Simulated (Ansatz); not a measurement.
# Ga(AsH3)H3 (GaAsH6): the relaxed shape and its frontier levels

Aim: characterise Ga(AsH3)H3 (GaAsH6) as a singlet: its structure, frontier levels and distribution of charge.

Program: Ansatz 0.2.0, Gaussian basis. Level of theory: RKS PBE0-D4/def2-TZVP. These are calculated values, not measurements.

Levels to be run: relaxation at B3LYP-D4/def2-TZVP; a search for the lowest solution at PBE0-D4/def2-SVP; a single point at PBE0-D4/def2-TZVP.

## 1. Where the work starts

8 atoms, charge 0, spin multiplicity 1.

Atoms are counted from 1 here; the program's logs count them from 0.

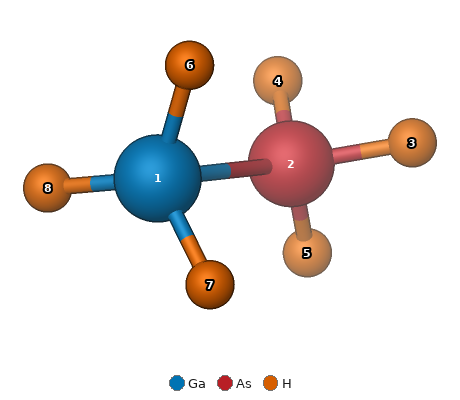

The starting geometry (gallium blue, arsenic red, hydrogen orange); atoms are numbered from 1 in the order of the file.

Geometry (Å):

```mol
AsGaH6
  3D, bonds by distance, orders not assigned

  8  7  0  0  0  0  0  0  0  0999 V2000
   -0.0045    0.0108   -1.6191 Ga  0  0
    0.0021   -0.0016    1.1105 As  0  0
    0.7277    0.9763    1.9747 H   0  0
    0.5031   -1.1341    1.9419 H   0  0
   -1.2132    0.1164    1.9672 H   0  0
    1.5415   -0.0143   -1.7956 H   0  0
   -0.7565    1.3628   -1.7877 H   0  0
   -0.8002   -1.3162   -1.7919 H   0  0
  1  2  8  0
  1  6  8  0
  1  7  8  0
  1  8  8  0
  2  3  8  0
  2  4  8  0
  2  5  8  0
M  END
```

The start is a GFN2-xTB geometry.

## 2. Optimising with B3LYP-D4/def2-TZVP

Contents of in.yaml:

```yaml
crystal:
  periodic: [false, false, false]
  atoms:
    - {symbol: Ga, position_ang: [-0.004480, 0.010810, -1.619130]}
    - {symbol: As, position_ang: [0.002110, -0.001650, 1.110550]}
    - {symbol: H, position_ang: [0.727660, 0.976260, 1.974730]}
    - {symbol: H, position_ang: [0.503110, -1.134120, 1.941860]}
    - {symbol: H, position_ang: [-1.213240, 0.116400, 1.967250]}
    - {symbol: H, position_ang: [1.541550, -0.014310, -1.795620]}
    - {symbol: H, position_ang: [-0.756500, 1.362830, -1.787680]}
    - {symbol: H, position_ang: [-0.800200, -1.316230, -1.791950]}
basis:
  gaussian: {orbitals: def2-TZVP}
hamiltonian: {xc: {name: B3LYP}, dispersion: d4}
scf: {lower_state_search: "off"}
output: {orbitals: {seedname: orbitals}}
relax: {f_tol: 0.02, max_steps: 100}
```

Started as:

```sh
> ansatz run in.yaml --threads 4 --pin off --events-out ev --progress --plain --max-ram 3916MiB
```

Output (excerpt; [...] marks lines left out):

```text
Functional definition: B3LYP
  name "B3LYP"
  cite "Stephens, Devlin, Chabalowski & Frisch, J. Phys. Chem. 98, 11623 (1994) doi:10.1021/j100096a001"
  cite "Becke, Phys. Rev. A 38, 3098 (1988) doi:10.1103/PhysRevA.38.3098"
  cite "Lee, Yang & Parr, Phys. Rev. B 37, 785 (1988) doi:10.1103/PhysRevB.37.785"
  cite "Vosko, Wilk & Nusair, Can. J. Phys. 58, 1200 (1980) doi:10.1139/p80-159"
[...]
1083 factors; their error is unknown
[...]
mean field -113319.05541955 eV, -4164.3984762540 hartree, gradient 3.0e-6 eV, S^2 0.000000; 0 other end points of the search recorded, 0 dependent functions left out
[...]
reference -113319.05570974 eV, -4164.3984869183 hartree; 35, 35 occupied and 97, 97 virtual orbitals, 1083 factors
relax step   1: F+E_penalty+E_count = -113319.28996441 eV  Δ(F+E_penalty+E_count) = +0.000e0 eV  max|allowed force component| = 6.194e-1 eV/Å  Δτ_max = 0.0000 Å  (16 SCF iters, accepted)
[...]
relax step   3: F+E_penalty+E_count = -113319.37566272 eV  Δ(F+E_penalty+E_count) = -2.017e-2 eV  max|allowed force component| = 5.676e-2 eV/Å  Δτ_max = 0.0474 Å  (20 SCF iters, accepted)
[...]
relax step   4: F+E_penalty+E_count = -113319.37585214 eV  Δ(F+E_penalty+E_count) = -1.894e-4 eV  max|allowed force component| = 1.680e-2 eV/Å  Δτ_max = 0.0040 Å  (21 SCF iters, accepted)
Total energy: -113319.37614189 eV, -4164.4102625824 hartree
Atom 0 at    -0.004572     0.011263    -1.584887 Å, force    -0.000023    -0.000794     0.010273 eV/Å
Atom 1 at     0.002884    -0.003850     1.121165 Å, force     0.000698    -0.001567     0.016800 eV/Å
Atom 2 at     0.770544     1.041309     1.901008 Å, force    -0.006150    -0.003909    -0.008670 eV/Å
Atom 3 at     0.536479    -1.203310     1.873480 Å, force    -0.000594     0.007079    -0.005602 eV/Å
Atom 4 at    -1.290611     0.121291     1.896279 Å, force     0.006091    -0.002076    -0.007429 eV/Å
Atom 5 at     1.562446    -0.017217    -1.739428 Å, force     0.001481    -0.001463    -0.001949 eV/Å
Atom 6 at    -0.764428     1.382647    -1.731787 Å, force     0.000762     0.002635    -0.000826 eV/Å
Atom 7 at    -0.812731    -1.332143    -1.735821 Å, force    -0.002263     0.000095    -0.002596 eV/Å
Dipole moment:     0.001870    -0.003512     0.684172 e Å
Checks for a lower state left out: stability, starts, cluster_reference, orbital_swaps, neighbouring_geometries, increment
```

Run time: 3.7 s. Hardware: 4 threads of Intel Xeon 6975P-C, shared host.

Along the way:

```
step  energy from step 1 (eV)  largest force component (eV/Å)
   1                   0.0000                          0.6194
   2                  -0.0655                          0.2494
   3                  -0.0857                          0.0568
   4                  -0.0859                          0.0168
```

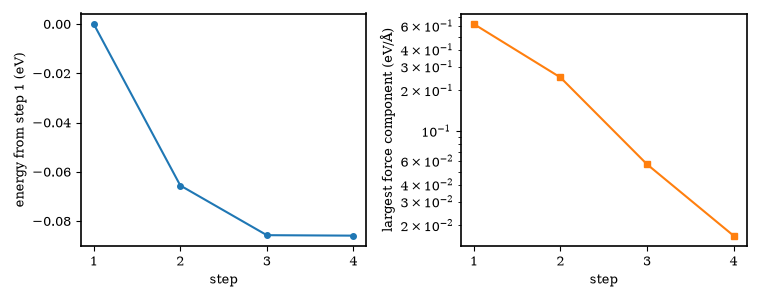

Energy and largest force along the relaxation.

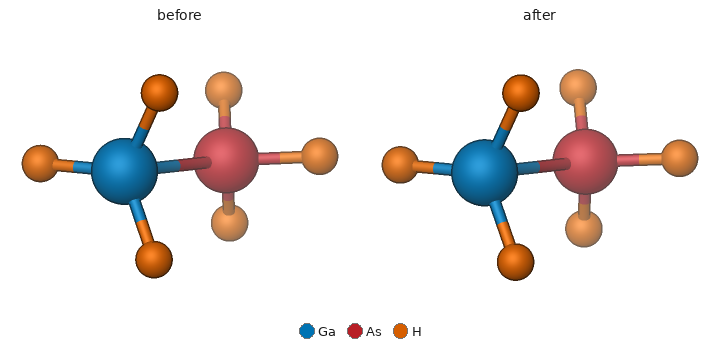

The geometry before (left) and after (right).

Close pairs (by a distance rule), those that changed most:

```
   bond  before (Å)  after (Å)  change (Å)
Ga1–As2       2.730      2.706      -0.024
 As2–H4       1.491      1.513      +0.022
 As2–H5       1.492      1.513      +0.022
 As2–H3       1.493      1.513      +0.020
 Ga1–H6       1.556      1.575      +0.019
 Ga1–H7       1.556      1.575      +0.018
 Ga1–H8       1.557      1.575      +0.018
```

Bonds by kind at the end (by distance):

```
 bond  count  shortest (Å)  longest (Å)
As–Ga      1         2.706        2.706
 Ga–H      3         1.575        1.575
 As–H      3         1.513        1.513
```

## 3. Searching for the lowest solution, PBE0-D4/def2-SVP

start.molden holds the orbitals of an earlier run on this state, given as this run's starting guess.

Contents of in.yaml:

```yaml
crystal:
  periodic: [false, false, false]
  atoms:
    - {symbol: Ga, position_ang: [-0.004572, 0.011263, -1.584887]}
    - {symbol: As, position_ang: [0.002884, -0.003850, 1.121165]}
    - {symbol: H, position_ang: [0.770544, 1.041309, 1.901008]}
    - {symbol: H, position_ang: [0.536479, -1.203310, 1.873480]}
    - {symbol: H, position_ang: [-1.290611, 0.121291, 1.896279]}
    - {symbol: H, position_ang: [1.562446, -0.017217, -1.739428]}
    - {symbol: H, position_ang: [-0.764428, 1.382647, -1.731787]}
    - {symbol: H, position_ang: [-0.812731, -1.332143, -1.735821]}
basis:
  gaussian: {orbitals: def2-SVP, initial_orbitals: start.molden}
hamiltonian: {xc: pbe0, dispersion: d4}
output: {orbitals: {seedname: orbitals}}
```

The command is unchanged.

Output:

```text
Functional definition: PBE0
  name "PBE0"
  cite "Adamo & Barone, J. Chem. Phys. 110, 6158 (1999) doi:10.1063/1.478522"
  cite "Perdew, Burke & Ernzerhof, Phys. Rev. Lett. 77, 3865 (1996) doi:10.1103/PhysRevLett.77.3865"
  parent pbe
  parameter a = 0.25
  parameter kappa = 0.804
  parameter beta = 0.06672455060314922
  exchange = (1 - a)*pbe_x(kappa = kappa, mu = beta*pi^2/3) + a*exact_x
  correlation = pbe_c(beta = beta)
947 factors; integrals over basis functions are off by at most 1.5e-3 eV
mean field evaluation 1: about -113287.4249 eV, gradient 4.3e0 eV
mean field evaluation 2: about -113287.4562 eV, gradient 3.7e-2 eV
mean field evaluation 4: about -113287.4929 eV, gradient 3.2e-4 eV
mean field evaluation 8: about -113286.7895 eV, gradient 2.1e1 eV
mean field evaluation 16: about -113287.4929 eV, gradient 2.2e-3 eV
mean field -113287.49293719 eV, -4163.2385764210 hartree, gradient 2.4e-5 eV, S^2 0.000000; 1 other end points of the search recorded, 0 dependent functions left out
reference -113287.49296560 eV, -4163.2385774651 hartree; 35, 35 occupied and 59, 59 virtual orbitals, 947 factors
Total energy: -113287.61696037 eV, -4163.2431341889 hartree
```

Run time: 0.9 s. Hardware: 4 threads of Intel Xeon 6975P-C, shared host.

Report: HOMO -7.90 eV, LUMO -0.22 eV.

## 4. Single point, PBE0-D4/def2-TZVP

Changes to in.yaml since step 3:

```diff
@@ -12,4 +12,5 @@
 basis:
-  gaussian: {orbitals: def2-SVP, initial_orbitals: start.molden}
+  gaussian: {orbitals: def2-TZVP, initial_orbitals: start.molden}
 hamiltonian: {xc: pbe0, dispersion: d4}
+scf: {omitted_lower_state_checks: [starts]}
 output: {orbitals: {seedname: orbitals}}
```

Same command.

Output:

```text
Functional definition: PBE0
  name "PBE0"
  cite "Adamo & Barone, J. Chem. Phys. 110, 6158 (1999) doi:10.1063/1.478522"
  cite "Perdew, Burke & Ernzerhof, Phys. Rev. Lett. 77, 3865 (1996) doi:10.1103/PhysRevLett.77.3865"
  parent pbe
  parameter a = 0.25
  parameter kappa = 0.804
  parameter beta = 0.06672455060314922
  exchange = (1 - a)*pbe_x(kappa = kappa, mu = beta*pi^2/3) + a*exact_x
  correlation = pbe_c(beta = beta)
these checks for a lower state are left out or cut short: starts
1100 factors; their error is unknown
mean field evaluation 1: about -113300.6135 eV, gradient 1.4e2 eV
mean field evaluation 2: about -113301.3592 eV, gradient 1.5e0 eV
mean field evaluation 4: about -113301.7984 eV, gradient 3.9e-1 eV
mean field -113301.79846778 eV, -4163.7642949735 hartree, gradient 6.4e-5 eV, S^2 0.000000; 0 other end points of the search recorded, 0 dependent functions left out
reference -113301.79850117 eV, -4163.7642962006 hartree; 35, 35 occupied and 97, 97 virtual orbitals, 1100 factors
Total energy: -113301.92249594 eV, -4163.7688529244 hartree
Checks for a lower state left out: starts
```

Wall time 0.75 s (4 threads of Intel Xeon 6975P-C, shared host).

From the report: HOMO -7.96 eV, LUMO -0.41 eV.

Mulliken charges, from this run's orbitals:

```
atom  value (e)
 Ga1       0.15
 As2      -0.13
  H3       0.10
  H4       0.10
  H5       0.10
  H6      -0.10
  H7      -0.10
  H8      -0.10
```

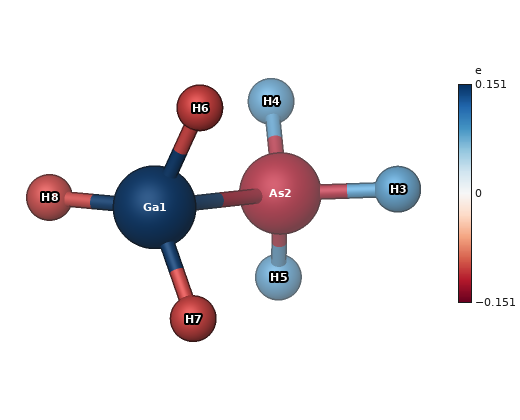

Mulliken charges, from this run's orbitals, as colours on the atoms.

Largest Mayer bond orders: As2–H3 0.95; As2–H4 0.95; As2–H5 0.95; Ga1–H6 0.93; Ga1–H7 0.93; Ga1–H8 0.93; Ga1–As2 0.39.

## 5. Results

| quantity | value |
| --- | --- |
| point group | C3 |
| commonest bond, hydrogen aside | As–Ga, 1 of mean length 2.706 Å |
| HOMO, LUMO at PBE0-D4/def2-TZVP | -7.96, -0.41 eV |
| dipole at B3LYP-D4/def2-TZVP | 3.29 D |

**Reading.** The molecule keeps its bonding pattern by the stored test; the atoms moved 0.08 Å (rms). No usable vibrations, so a minimum isn't proven. The point group is read from a loosely relaxed geometry; soft torsions can leave it below the true symmetry.
